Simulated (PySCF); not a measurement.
# C₆H₈N₂: excited states, first hyperpolarisability

Wanted: excited states, first hyperpolarisability for C₆H₈N₂ (`NCc1ccncc1`).

Programs: PySCF 2.14.0, with routines of our own; each step states its level. All values are computed. Atoms count from 0.

### Step 1. The system as given

16 atoms, charge 0, multiplicity 1; geometry from: GFN2-xTB.

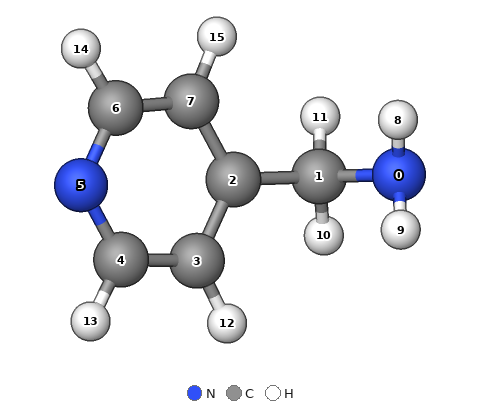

The starting geometry (nitrogen blue, carbon grey, hydrogen white).

### Step 2. Optimising the geometry at PBE0-D3(BJ)/def2-SVP

Job settings and geometry (Å):

```
{"job": {"xc": "PBE0", "basis": "def2-SVP", "d3": "d3bj", "grid": 2, "kind": "geom"}, "charge": 0, "multiplicity": 1}
N     -2.442301     0.055502    -0.576668
C     -1.594015    -0.563328     0.435005
C     -0.135959    -0.216104     0.264179
C      0.690831    -0.970389    -0.561991
C      2.002936    -0.564680    -0.744177
N      2.519354     0.511608    -0.176069
C      1.735064     1.231953     0.607279
C      0.409089     0.917811     0.857497
H     -2.359673     1.066348    -0.533524
H     -2.150581    -0.236748    -1.503978
H     -1.734054    -1.645641     0.365046
H     -1.949842    -0.228642     1.413160
H      0.317502    -1.860471    -1.047392
H      2.678041    -1.129121    -1.374349
H      2.195697     2.102369     1.056648
H     -0.189688     1.538478     1.507921
```

Launch:

```
> OMP_NUM_THREADS=1 python excited_run.py task.json out
```

One launch serves the whole session: the jobs run in the order shown.

Output:

```text
step   0  E = -342.30817359  max force = 0.012061
step   1  E = -342.30965145  max force = 0.002557
step   2  E = -342.30967331  max force = 0.000719
step   3  E = -342.30967201  max force = 0.000501
step   4  E = -342.30967472  max force = 0.000198
optimisation converged
```

It took 48 s on 1 thread of Arm Neoverse V1, shared host; peak memory 0.74 GiB.

Along the way:

```csv
step,energy from step 0 (eV),largest force component (eV/Å)
0,0.0000,0.6202
1,-0.0402,0.1315
2,-0.0408,0.0370
3,-0.0408,0.0258
4,-0.0408,0.0102
```

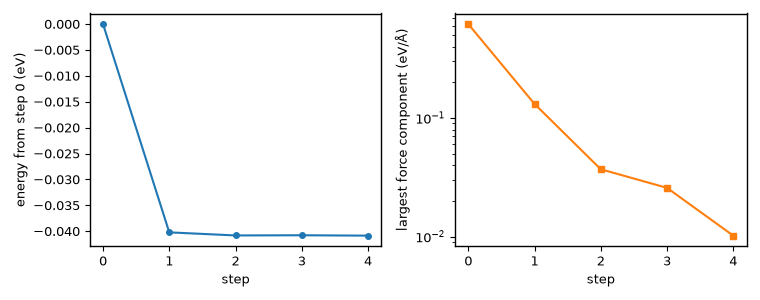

Energy and force, step by step.

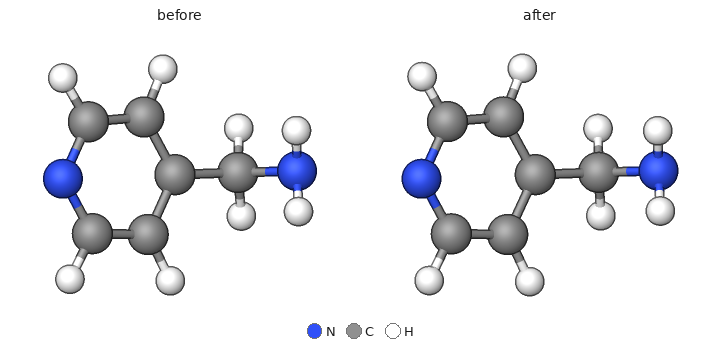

Before and after, at one scale.

Close pairs (by a distance rule), those that changed most:

```csv
bond,before (Å),after (Å),change (Å)
C4–H13,1.082,1.097,+0.014
C6–H14,1.082,1.097,+0.014
C7–H15,1.080,1.094,+0.014
C3–H12,1.080,1.094,+0.014
C1–H11,1.093,1.102,+0.009
C4–N5,1.322,1.331,+0.009
N5–C6,1.322,1.331,+0.009
C1–H10,1.094,1.102,+0.009
```

The end geometry stands in the next job.

```csv
at the end point,value
point group (found at 0.08 Å tolerance),Cs
"rotational constants (GHz, main isotopes)","4.819, 1.468, 1.229"
dipole moment (D),1.27
```

### Step 3. Excited states: TDA CAM-B3LYP/def2-TZVP

Job settings and geometry (Å):

```
{"job": {"kind": "states", "xc": "CAM-B3LYP", "basis": "def2-TZVP", "tda": true, "soc": true, "nstates": 6, "ntriplets": 5, "nquad": 4}, "charge": 0, "multiplicity": 1}
N     -2.388526     0.081551    -0.574287
C     -1.512789    -0.521640     0.414704
C     -0.050198    -0.180283     0.251123
C      0.790576    -0.938936    -0.568464
C      2.113084    -0.536774    -0.747405
N      2.638701     0.543998    -0.176238
C      1.843499     1.267198     0.607949
C      0.507911     0.951707     0.852131
H     -2.294949     1.095737    -0.548901
H     -2.100827    -0.198877    -1.510534
H     -1.638540    -1.615707     0.371837
H     -1.849813    -0.209856     1.416593
H      0.420648    -1.842925    -1.060957
H      2.783196    -1.125652    -1.385042
H      2.292859     2.150763     1.076793
H     -0.092225     1.583212     1.513621
```

Method: TDA CAM-B3LYP/def2-TZVP excited states, vertical, gas phase, spin-orbit mean-field couplings.

Output:

```text
coarse grid: 13600 points
cycle   1  E = -342.8533591146  dE =  1.444e+00  |g| = 4.338e-01  |ddm| = 3.199e+00
cycle   2  E = -342.8627442816  dE = -9.385e-03  |g| = 4.409e-01  |ddm| = 1.107e+00
cycle   3  E = -342.9001359354  dE = -3.739e-02  |g| = 7.703e-02  |ddm| = 5.227e-01
cycle   4  E = -342.9010833088  dE = -9.474e-04  |g| = 4.025e-02  |ddm| = 1.127e-01
cycle   5  E = -342.9014517549  dE = -3.684e-04  |g| = 1.006e-02  |ddm| = 4.309e-02
cycle   6  E = -342.9014768634  dE = -2.511e-05  |g| = 2.454e-03  |ddm| = 1.622e-02
cycle   7  E = -342.9014783567  dE = -1.493e-06  |g| = 5.994e-04  |ddm| = 3.843e-03
final grid: 132208 points
cycle   8  E = -342.8903795954  dE = -4.513e-05  |g| = 4.248e-03  |ddm| = 6.506e-02
cycle   9  E = -342.8903809631  dE = -1.368e-06  |g| = 3.568e-03  |ddm| = 9.670e-03
cycle  10  E = -342.8903837592  dE = -2.796e-06  |g| = 4.289e-04  |ddm| = 3.627e-03
cycle  11  E = -342.8903837873  dE = -2.809e-08  |g| = 2.515e-04  |ddm| = 6.120e-04
cycle  12  E = -342.8903838002  dE = -1.285e-08  |g| = 4.990e-05  |ddm| = 2.289e-04
cycle  13  E = -342.8903838007  dE = -5.199e-10  |g| = 2.549e-05  |ddm| = 8.912e-05
converged SCF energy = -342.8903838007

Singlet excitations
state   eV       nm        f     d(h-e)  d(exc)  Lambda  PR(NTO)  |dmu|/D   mu/D   main configurations
  1   5.1358   241.4   0.00933   0.977   2.723   0.569   1.014    2.378    1.233   H-2->L 0.58, H->L 0.38
  2   5.3621   231.2   0.00004   0.995   2.718   0.412   1.016    2.249    1.123   H-2->L+1 0.59, H->L+1 0.38
  3   5.6201   220.6   0.02226   0.043   2.674   0.602   1.932    0.144    1.172   H-1->L 0.60, H-3->L+1 0.17, H-2->L+1 0.14
  4   6.0789   204.0   0.07234   2.034   3.524   0.576   1.149    6.583    7.755   H->L 0.54, H-2->L 0.33
  5   6.5991   187.9   0.03498   0.230   2.700   0.764   2.659                     H-1->L+1 0.47, H-3->L 0.36, H->L+2 0.11
  6   6.7336   184.1   0.04530   2.691   3.929   0.448   1.210                     H->L+1 0.51, H-2->L+1 0.23, H-3->L+1 0.14

Triplet excitations (Tamm-Dancoff)
state   eV     d(h-e)  d(exc)  Lambda  PR(NTO)   main configurations
  1   4.2202   0.023   2.406   0.796   2.028   H-1->L+1 0.58, H-3->L 0.21, H->L 0.13
  2   4.4014   1.009   2.564   0.573   1.035   H-2->L 0.64, H->L 0.27
  3   4.6874   0.178   2.582   0.666   1.071   H-1->L 0.95
  4   4.8736   0.255   2.677   0.740   1.913   H-1->L+1 0.38, H-3->L 0.26, H->L 0.18
  5   5.2207   0.952   2.705   0.412   1.013   H-2->L+1 0.55, H->L+1 0.41
S1 - T1 = 0.9156 eV

Spin-orbit couplings |<S|Hso|T>| (cm-1)
             T1       T2       T3       T4       T5
S0        1.092   26.504    0.404    4.380    2.440
S1        7.305    0.702    1.845    8.278    0.294
S2        1.261    0.093    2.228    0.976    0.533
S3        0.468    1.287    0.246    0.191    7.045
S4        0.136    3.675    0.811    0.836    0.602
S5        1.256    6.575    0.094    0.725    1.478
S6        0.687    0.357    0.038    0.369    0.092
T1 sublevels (cm-1): 0.000 0.000 0.031   radiative rates (1/s): 0.00139 0.000356 3.84
```

Run time: 80 s. Hardware: 1 thread of Arm Neoverse V1, shared host; peak memory 1.2 GiB.

From this job:

```csv
quantity,value
S1 less T1,0.92 eV
```

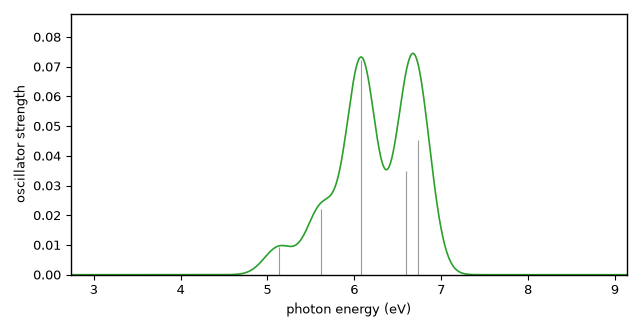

Absorption lines of the singlets. Lines are broadened to a width of 0.40 eV (Gaussian).

The fields below are evaluated on a grid from the run's orbitals.

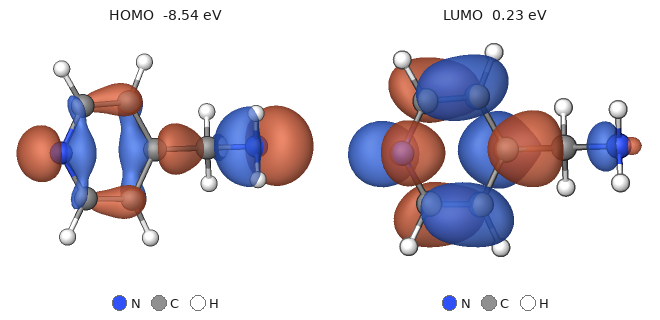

CAM-B3LYP/def2-TZVP orbitals near the gap, drawn at the value that encloses 70 % of each; the two colours are the two signs.

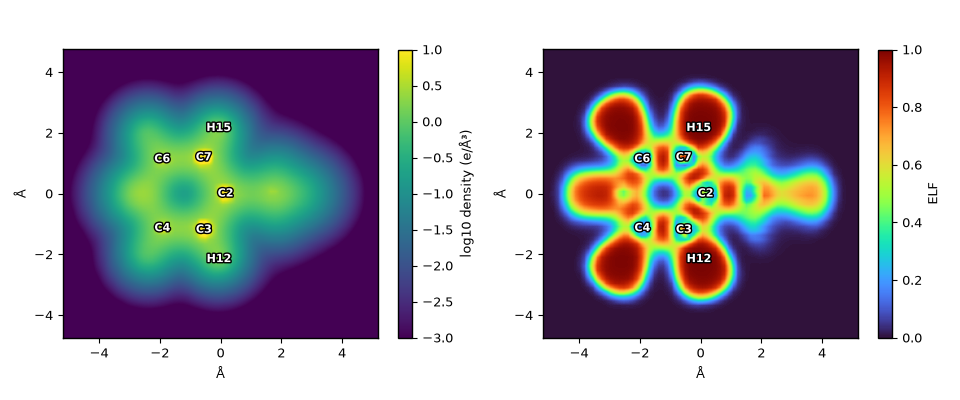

Density (left) and ELF (right) in a plane through or near 7 of the atoms.

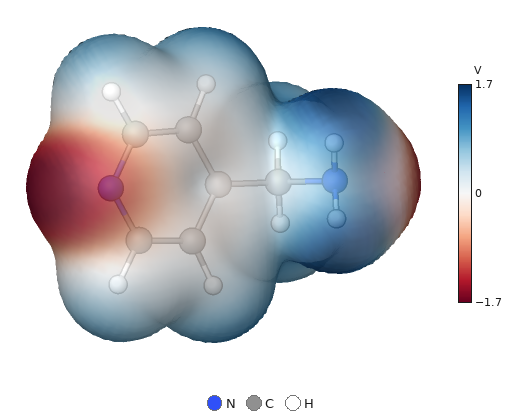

The potential that a unit positive charge feels on the 0.002 e/bohr³ surface, from -1.70 V near N5 to 1.55 V near H8.

### Step 4. Excited states: TDDFT CAM-B3LYP/aug-cc-pVDZ

Settings changed since step 3:

```diff
@@ -1,2 +1,2 @@
-{"job": {"kind": "states", "xc": "CAM-B3LYP", "basis": "def2-TZVP", "tda": true, "soc": true, "nstates": 6, "ntriplets": 5, "nquad": 4}, "charge": 0, "multiplicity": 1}
+{"job": {"kind": "states", "xc": "CAM-B3LYP", "basis": "aug-cc-pVDZ", "tpa": true, "nstates": 8, "nquad": 6, "ntriplets": 0}, "charge": 0, "multiplicity": 1}
 N     -2.388526     0.081551    -0.574287
```

Method: TDDFT CAM-B3LYP/aug-cc-pVDZ excited states, vertical, gas phase, two-photon moments by quadratic response.

Output:

```text
coarse grid: 13600 points
cycle   1  E = -342.7296061806  dE =  1.492e+00  |g| = 4.085e-01  |ddm| = 2.006e+01
cycle   2  E = -342.7383237134  dE = -8.718e-03  |g| = 4.198e-01  |ddm| = 2.751e+00
cycle   3  E = -342.7742835902  dE = -3.596e-02  |g| = 7.012e-02  |ddm| = 9.066e-01
cycle   4  E = -342.7751535558  dE = -8.700e-04  |g| = 3.692e-02  |ddm| = 2.676e-01
cycle   5  E = -342.7754843993  dE = -3.308e-04  |g| = 9.095e-03  |ddm| = 1.737e-01
cycle   6  E = -342.7755063030  dE = -2.190e-05  |g| = 2.239e-03  |ddm| = 4.300e-02
cycle   7  E = -342.7755076174  dE = -1.314e-06  |g| = 5.450e-04  |ddm| = 1.085e-02
final grid: 132208 points
cycle   8  E = -342.8021481450  dE = -2.331e-05  |g| = 3.455e-03  |ddm| = 3.780e-01
cycle   9  E = -342.8021492030  dE = -1.058e-06  |g| = 3.064e-03  |ddm| = 4.192e-02
cycle  10  E = -342.8021514700  dE = -2.267e-06  |g| = 3.161e-04  |ddm| = 1.379e-02
cycle  11  E = -342.8021514894  dE = -1.946e-08  |g| = 1.854e-04  |ddm| = 1.875e-03
cycle  12  E = -342.8021514974  dE = -7.926e-09  |g| = 3.293e-05  |ddm| = 7.631e-04
cycle  13  E = -342.8021514976  dE = -2.572e-10  |g| = 1.901e-05  |ddm| = 1.440e-04
converged SCF energy = -342.8021514976

Singlet excitations
state   eV       nm        f     d(h-e)  d(exc)  Lambda  PR(NTO)  |dmu|/D   mu/D   delta(TPA)   sigma/GM   main configurations
  1   5.0604   245.0   0.00840   0.973   2.791   0.461   1.021    2.412    1.203        6.18      0.058   H-2->L 0.39, H->L 0.31, H-2->L+1 0.14
  2   5.3368   232.3   0.00015   0.974   2.759   0.405   1.027    2.230    1.040        0.09      0.001   H-2->L+2 0.54, H->L+2 0.40
  3   5.5214   224.6   0.02913   0.069   2.699   0.503   1.894    0.252    1.014        4.05      0.045   H-1->L 0.49, H-1->L+1 0.15, H-2->L+2 0.13
  4   5.8663   211.3   0.09207   0.761   3.498   0.475   1.188    1.405    2.632       35.24      0.444   H->L 0.53, H-2->L 0.24
  5   6.1043   203.1   0.00161   0.900   3.442   0.427   1.597    3.150    3.943      168.94      2.306   H->L+1 0.51, H-1->L+2 0.14, H-2->L+1 0.09
  6   6.4398   192.5   0.04541   0.765   3.157   0.675   2.416    2.395    3.626      109.79      1.668   H-1->L+2 0.47, H-3->L 0.25, H->L+1 0.09
  7   6.5673   188.8   0.07425   1.871   3.839   0.380   1.381                                            H->L+2 0.45, H-2->L+2 0.26
  8   6.7447   183.8   0.00839   0.493   4.369   0.366   1.611                                            H-1->L+1 0.45, H-1->L 0.21, H->L+3 0.15
```

It took 77 s on 1 thread of Arm Neoverse V1, shared host; peak memory 1.1 GiB.

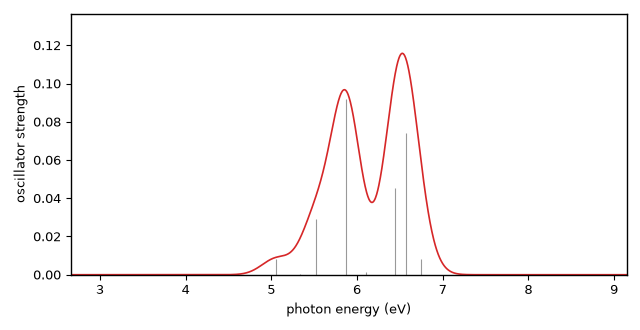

Absorption lines of the singlets. Lines are broadened to a width of 0.40 eV (Gaussian).

### Step 5. First hyperpolarisability: quadratic response CAM-B3LYP/aug-cc-pVDZ

Settings changed since step 4:

```diff
@@ -1,2 +1,2 @@
-{"job": {"kind": "states", "xc": "CAM-B3LYP", "basis": "aug-cc-pVDZ", "tpa": true, "nstates": 8, "nquad": 6, "ntriplets": 0}, "charge": 0, "multiplicity": 1}
+{"job": {"kind": "beta", "xc": "CAM-B3LYP", "basis": "aug-cc-pVDZ"}, "charge": 0, "multiplicity": 1}
 N     -2.388526     0.081551    -0.574287
```

Level: quadratic response CAM-B3LYP/aug-cc-pVDZ first hyperpolarisability, Taylor convention, gas phase.

Output:

```text
coarse grid: 13600 points
cycle   1  E = -342.7296061806  dE =  1.492e+00  |g| = 4.085e-01  |ddm| = 2.006e+01
cycle   2  E = -342.7383237134  dE = -8.718e-03  |g| = 4.198e-01  |ddm| = 2.751e+00
cycle   3  E = -342.7742835902  dE = -3.596e-02  |g| = 7.012e-02  |ddm| = 9.066e-01
cycle   4  E = -342.7751535558  dE = -8.700e-04  |g| = 3.692e-02  |ddm| = 2.676e-01
cycle   5  E = -342.7754843993  dE = -3.308e-04  |g| = 9.095e-03  |ddm| = 1.737e-01
cycle   6  E = -342.7755063030  dE = -2.190e-05  |g| = 2.239e-03  |ddm| = 4.300e-02
cycle   7  E = -342.7755076174  dE = -1.314e-06  |g| = 5.450e-04  |ddm| = 1.085e-02
final grid: 132208 points
cycle   8  E = -342.8021481450  dE = -2.331e-05  |g| = 3.455e-03  |ddm| = 3.780e-01
cycle   9  E = -342.8021492030  dE = -1.058e-06  |g| = 3.064e-03  |ddm| = 4.192e-02
cycle  10  E = -342.8021514700  dE = -2.267e-06  |g| = 3.161e-04  |ddm| = 1.379e-02
cycle  11  E = -342.8021514894  dE = -1.946e-08  |g| = 1.854e-04  |ddm| = 1.875e-03
cycle  12  E = -342.8021514974  dE = -7.926e-09  |g| = 3.293e-05  |ddm| = 7.631e-04
cycle  13  E = -342.8021514976  dE = -2.572e-10  |g| = 1.901e-05  |ddm| = 1.440e-04
converged SCF energy = -342.8021514976

Lowest singlets (eV, f): 5.0604 0.0084  5.3368 0.0001  5.5214 0.0291

First hyperpolarisability (au)
process     nm      |vector|   parallel      HRS      DR
static         -       66.20      33.97      31.81    3.41
shg       1907.0       70.79      36.49       33.9   3.416
eope      1907.0       67.67      34.78          -       -
shg       1064.0       83.18      43.28      39.54   3.418
eope      1064.0       71.14      36.68          -       -
```

It took 62 s on 1 thread of Arm Neoverse V1, shared host; peak memory 1 GiB.

### Step 6. Excited states: CAM-B3LYP/def2-TZVP in carbondisulfide

Settings changed since step 5:

```diff
@@ -1,2 +1,2 @@
-{"job": {"kind": "beta", "xc": "CAM-B3LYP", "basis": "aug-cc-pVDZ"}, "charge": 0, "multiplicity": 1}
+{"job": {"kind": "states", "xc": "CAM-B3LYP", "basis": "def2-TZVP", "tda": true, "soc": true, "nstates": 6, "ntriplets": 5, "nquad": 4, "solvent": "carbondisulfide"}, "charge": 0, "multiplicity": 1}
 N     -2.388526     0.081551    -0.574287
```

Level: CAM-B3LYP/def2-TZVP.

Output:

```text
KeyError: 'carbondisulfide'
```

Hardware: 1 thread of Arm Neoverse V1, shared host.

**What went wrong.** The input was refused with the message shown. Cure: check the setting that the message names.

### Step 7. Results

| quantity | value |
| --- | --- |
| point group | Cs |
| rotational constants (main isotopes) | 4.82, 1.47, 1.23 GHz |
| S1 less T1 (step 3, TDA CAM-B3LYP/def2-TZVP) | 0.92 eV |
| surface potential, least and greatest | -1.70 V and 1.55 V |
| β vector (step 5, quadratic response CAM-B3LYP/aug-cc-pVDZ) | static 66, SHG 1907.0 nm 71, SHG 1064.0 nm 83 au |
| runs | 1 failed, 0 ended on unsound input |

**Reading.** The optimisation took 4 steps and gained 0.041 eV; among the close pairs (by a distance rule), C4–H13 changed most, from 1.082 to 1.097 Å. No frequency check was run at this level, so the end point may be a saddle. In step 3, the number of triplets below S1 is 4, and the largest singlet-triplet spin-orbit coupling is S0–T2, 26.50 cm⁻¹. β grows from 66 au (static) to 83 au for doubling at 1064.0 nm: normal dispersion, which grows as twice the photon energy moves toward the bright states.
